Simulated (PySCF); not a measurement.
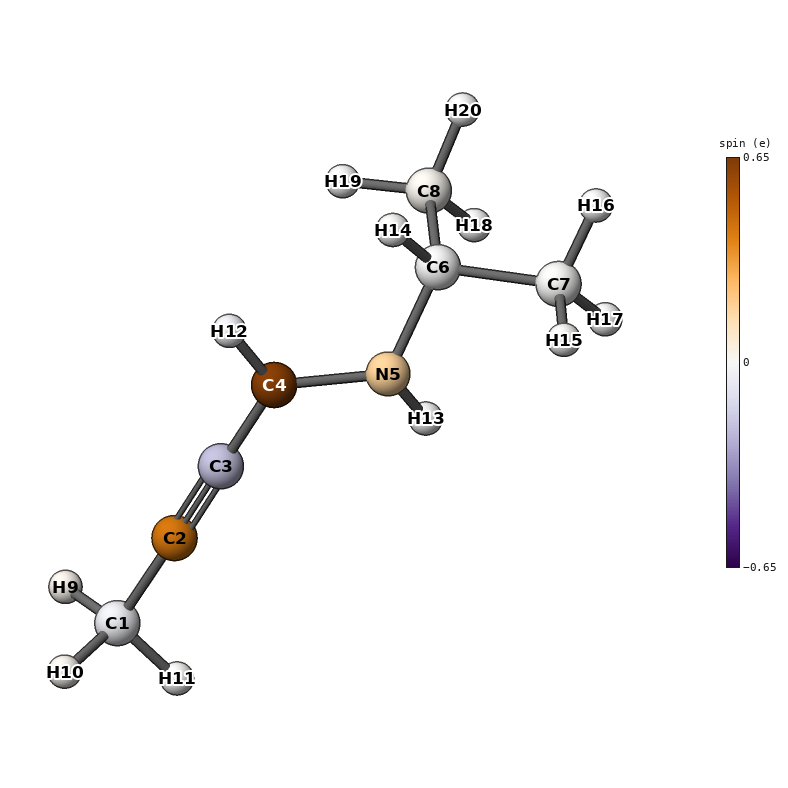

Atoms are coloured by their Mulliken spin populations. Charge 0, doublet. The geometry was computed by an optimisation with GFN2-xTB. No frequency run is at hand to confirm it as a minimum. Method: UKS B3LYP, pcH-1 on C H N, non-relativistic (PySCF 2.14.0).

Which atom carries the largest spin population?

Answer. C4 (0.62 e).

Which atom has the lowest spin population?

Answer. C3 (−0.20 e); a negative value comes from spin polarisation.

List the Mulliken spin populations.

```
atom  value (e)
  C1      −0.04
  C2       0.42
  C3      −0.20
  C4       0.62
  N5       0.17
  C6       0.00
  C7       0.00
  C8       0.02
  H9       0.03
 H10       0.02
 H11       0.00
 H12      −0.03
 H13      −0.01
 H14       0.00
 H15       0.00
 H16       0.00
 H17       0.00
 H18       0.00
 H19       0.00
 H20       0.00
```

Mulliken values depend strongly on the basis set.
